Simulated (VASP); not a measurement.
Band structure of Te (space group P3_121). Computed with PBE GGA, VASP's PBE PAW potentials (set 64) (plane waves; VASP 6.6.1).

The path is coarsely sampled, so an indirect gap can come out somewhat too large. Unless said otherwise, spin-orbit coupling is left out, though it shifts the bands of the heavy elements here.

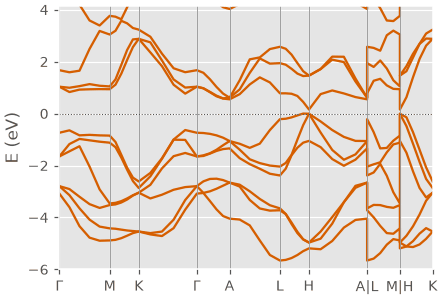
*Bands along high-symmetry lines, zero at the valence-band maximum or, without a gap, the Fermi level*

Q: Read the plot: is there a gap, and where are the band edges?

A: The gap is indirect, 0.16 eV, from the valence maximum at L-H at 0.80 to the conduction minimum at H.

The structure is a typed Te crystal (P3_121). The cell was not relaxed at this level.
